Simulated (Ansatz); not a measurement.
## Geometry relaxation, with input and output: GeH₄F₂ (part 2 of 2)

GeH₄F₂; RKS PBE/def2-SVP (Ansatz 0.2.0). The input holds or restrains some coordinates. It belongs to a series of runs on one base structure; here: pulled along the bonds that form and break, towards end B.

Geometry of the input (Å):
```
Ge 0.0000  0.0000  0.0000
H  0.0000  0.0000  1.9000
F  1.5842  0.0000  -0.5594
H  -0.7300  1.2648  -0.5162
H  -0.7300  -1.2648  -0.5162
F  -1.8790  0.0000  0.6243
H  -1.0089  0.0000  1.7574
```

```
mean field -61992.29436362 eV, -2278.1747979768 hartree, gradient 1.6e-5 eV, S^2 0.000000; 1 other end points of the search recorded, 0 dependent functions left out
the calculation of the forces begins
reference -61992.29439436 eV, -2278.1747991063 hartree; 27, 27 occupied and 53, 53 virtual orbitals, 879 factors
Total energy: -61992.29439436 eV, -2278.1747991063 hartree
Atom 0 at    -0.491024    -0.000031    -0.482325 Å, force     0.658382     0.000789    -1.053465 eV/Å
Atom 1 at     0.124178    -0.001172     2.211786 Å, force     1.773168    -0.004391    -0.188991 eV/Å
Atom 2 at     1.083385     0.000363     0.288706 Å, force     0.085910    -0.000774    -0.010811 eV/Å
Atom 3 at    -0.595000     1.337156    -1.241742 Å, force    -0.003905     0.021714    -0.048844 eV/Å
Atom 4 at    -0.594921    -1.337250    -1.241719 Å, force    -0.003391    -0.021728    -0.048379 eV/Å
Atom 5 at    -1.738661    -0.000082     0.693039 Å, force    -1.016098     0.000003     0.454566 eV/Å
Atom 6 at    -0.551656     0.001017     2.462154 Å, force    -1.494066     0.004388     0.895924 eV/Å
Dipole moment:    -0.096558    -0.000136    -0.448579 e Å
```

**Trajectory as extended XYZ (Å, eV, eV/Å), 9 frames, from step=1 to step=9**
```
7
Properties=species:S:1:pos:R:3:forces:R:3 step=1 energy=-61989.38498
Ge    0.0000    0.0000    0.0000   -4.2348   0.0000  -0.5013
H     0.0000    0.0000    1.9000   -0.1763   0.0000  -0.4137
F     1.5842    0.0000   -0.5594    2.9365   0.0000  -0.1153
H    -0.7300    1.2648   -0.5162    1.3319   0.6875  -0.1760
H    -0.7300   -1.2648   -0.5162    1.3319  -0.6875  -0.1760
F    -1.8790    0.0000    0.6243   -1.2566   0.0000   3.1013
H    -1.0089    0.0000    1.7574    0.0674   0.0000  -1.7190
7
Properties=species:S:1:pos:R:3:forces:R:3 step=2 energy=-61989.74653
Ge   -0.0898    0.0000   -0.1589   -3.1381   0.0000  -0.4310
H    -0.0589    0.0000    2.0858   -0.2414   0.0000   0.0810
F     1.5911    0.0000   -0.5554    1.2269   0.0000   0.6275
H    -0.7216    1.2893   -0.5285    0.8564   1.5951  -0.6542
H    -0.7216   -1.2893   -0.5285    0.8564  -1.5951  -0.6542
F    -1.8964    0.0000    0.5248   -0.5244   0.0000   1.1318
H    -0.8665    0.0000    1.8505    0.9642   0.0000  -0.1010
7
Properties=species:S:1:pos:R:3:forces:R:3 step=3 energy=-61990.12463
Ge   -0.2043    0.0000   -0.3064   -0.3420   0.0000  -0.3815
H    -0.0722    0.0000    2.2313    2.7578   0.0000   1.1285
F     1.5765    0.0000   -0.5232   -0.4905   0.0000   0.7315
H    -0.7121    1.3384   -0.5508    0.6648   2.1161  -0.9634
H    -0.7121   -1.3384   -0.5508    0.6648  -2.1161  -0.9634
F    -1.8984    0.0000    0.3903   -0.9159   0.0000   1.2456
H    -0.7411    0.0000    1.9995   -2.3391   0.0000  -0.7972
7
Properties=species:S:1:pos:R:3:forces:R:3 step=4 energy=-61990.86272
Ge   -0.3087    0.0000   -0.3809    0.1393   0.0000  -1.1046
H    -0.0285    0.0000    2.3468    2.6625   0.0000   1.0172
F     1.4968    0.0000   -0.4507   -0.7851   0.0000   0.6635
H    -0.6674    1.4972   -0.6546    0.8242  -0.1069  -0.6253
H    -0.6674   -1.4972   -0.6546    0.8242   0.1069  -0.6253
F    -1.8956    0.0000    0.3737   -1.2335   0.0000   1.4927
H    -0.6928    0.0000    2.1104   -2.4317   0.0000  -0.8182
7
Properties=species:S:1:pos:R:3:forces:R:3 step=5 energy=-61991.41442
Ge   -0.4149    0.0000   -0.3810    0.3418   0.0000  -1.5669
H     0.0278    0.0000    2.3636    2.2765   0.0000   0.7134
F     1.3472    0.0000   -0.3257    0.3130   0.0000   0.8621
H    -0.5678    1.4971   -0.7962    0.0853  -0.3058  -0.4212
H    -0.5678   -1.4971   -0.7962    0.0853   0.3058  -0.4212
F    -1.9317    0.0000    0.4630   -1.0163   0.0000   1.3563
H    -0.6566    0.0000    2.1623   -2.0854   0.0000  -0.5223
7
Properties=species:S:1:pos:R:3:forces:R:3 step=6 energy=-61991.81142
Ge   -0.4744    0.0000   -0.3953    1.4519   0.0000  -1.5169
H     0.0885    0.0000    2.3244    1.6312   0.0000   0.3139
F     1.3020    0.0000   -0.1360   -0.6555   0.0000   0.7212
H    -0.5594    1.4597   -0.9379   -0.1159  -0.3584  -0.2704
H    -0.5594   -1.4597   -0.9379   -0.1159   0.3584  -0.2704
F    -1.9274    0.0000    0.5446   -0.7706   0.0000   1.0912
H    -0.6336    0.0000    2.2280   -1.4252   0.0000  -0.0686
7
Properties=species:S:1:pos:R:3:forces:R:3 step=7 energy=-61992.09243
Ge   -0.4961    0.0000   -0.4222    1.3627   0.0000  -1.3897
H     0.1321    0.0000    2.2867    1.5035   0.0000   0.1804
F     1.2238    0.0000    0.0481   -0.5869   0.0000   0.4665
H    -0.5683    1.4269   -1.0499   -0.1191  -0.3746  -0.1615
H    -0.5683   -1.4269   -1.0499   -0.1191   0.3746  -0.1615
F    -1.8885    0.0000    0.5959   -0.7432   0.0000   0.8902
H    -0.5984    0.0000    2.2810   -1.2978   0.0000   0.1757
7
Properties=species:S:1:pos:R:3:forces:R:3 step=8 energy=-61992.28585
Ge   -0.4936    0.0000   -0.4548    0.9238   0.0000  -1.0499
H     0.1410    0.0000    2.2359    1.7232   0.0000  -0.0370
F     1.1382    0.0000    0.2289   -0.3631   0.0000   0.0675
H    -0.5909    1.3563   -1.1895   -0.0237  -0.0711  -0.0579
H    -0.5909   -1.3563   -1.1895   -0.0237   0.0711  -0.0579
F    -1.8024    0.0000    0.6642   -0.7568   0.0000   0.5309
H    -0.5650    0.0000    2.3947   -1.4797   0.0000   0.6043
7
Properties=species:S:1:pos:R:3:forces:R:3 step=9 energy=-61992.29436
Ge   -0.4910    0.0000   -0.4823    0.6584   0.0008  -1.0535
H     0.1242   -0.0012    2.2118    1.7732  -0.0044  -0.1890
F     1.0834    0.0004    0.2887    0.0859  -0.0008  -0.0108
H    -0.5950    1.3372   -1.2417   -0.0039   0.0217  -0.0488
H    -0.5949   -1.3373   -1.2417   -0.0034  -0.0217  -0.0484
F    -1.7387   -0.0001    0.6930   -1.0161   0.0000   0.4546
H    -0.5517    0.0010    2.4622   -1.4941   0.0044   0.8959
```

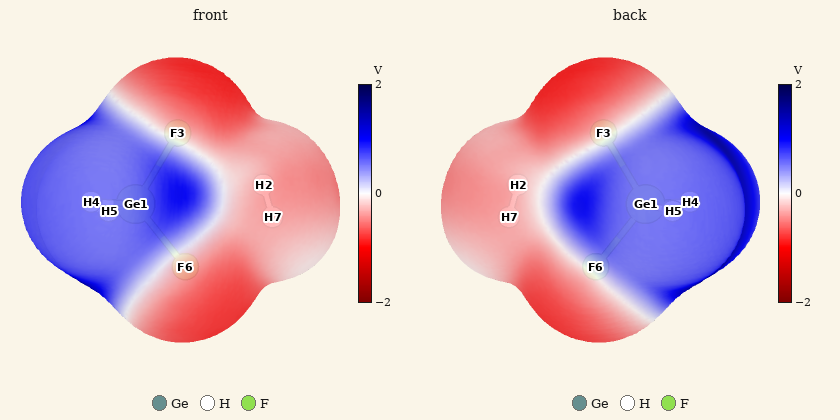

*The electrostatic potential painted on the density surface at 0.001 e/bohr³, seen face on and from behind; the colour scale runs from red (negative) to blue (positive).*

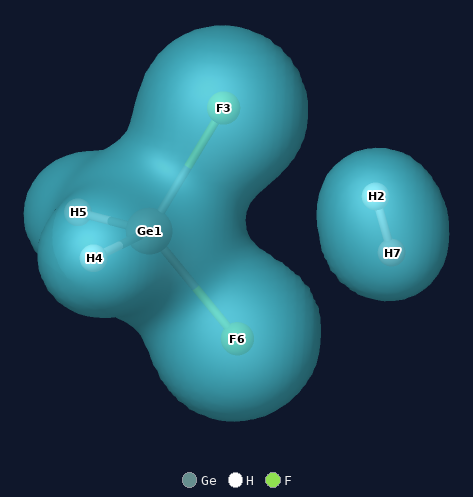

*Isosurface of the electron density at 0.2 e/Å³ (cyan), seen at a tilt.*

At this value the surface falls into two separate pieces. It is pinched off along the Ge···H (2.76 Å) contacts. On the grid the lowest density along these lines, outside the cores, is 0.08 e/Å³ (Ge···H, 2.76 Å), 0.96 e/Å³ (Ge–F, 1.71 Å), 1.8 e/Å³ (H–H, 0.72 Å) and 0.91 e/Å³ (Ge–H, 1.54 Å).

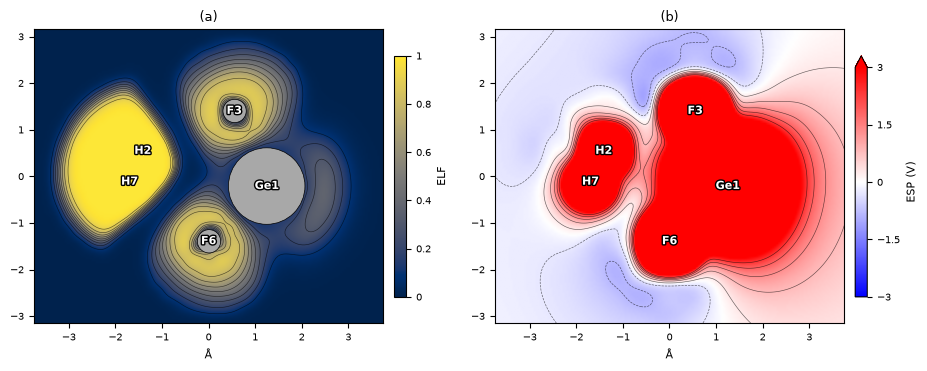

*(a) ELF; (b) molecular electrostatic potential on the plane of atoms F3, Ge1 and F6. Grey discs, where drawn, cover atomic cores.*

Atoms in the plane: Ge, H and F. Ge1···H2 (2.76 Å): the ELF is only about 0 between them (a non-bonded, intermolecular contact). Ge–F (1.71 Å): the ELF peaks at about 0.80 in the valence shell of F, 0.5 Å from its nucleus, and is about 0.25 at the midpoint. H–H (0.72 Å): the ELF peaks at about 1 between the atoms (a covalent bond by its length).

**Results in brief**

```json
{"quantity": "outcome", "value": "converged under the restraints of the input"}
{"quantity": "total energy", "value": "−61992.2944 eV"}
{"quantity": "mean-field energy", "value": "−61992.2944 eV"}
{"quantity": "largest force (length of the vector) at the end, held atoms and coordinates included", "value": "1.783 eV/Å"}
{"quantity": "wall time", "value": "20 s"}
{"quantity": "peak memory", "value": "0.14 GiB"}
```
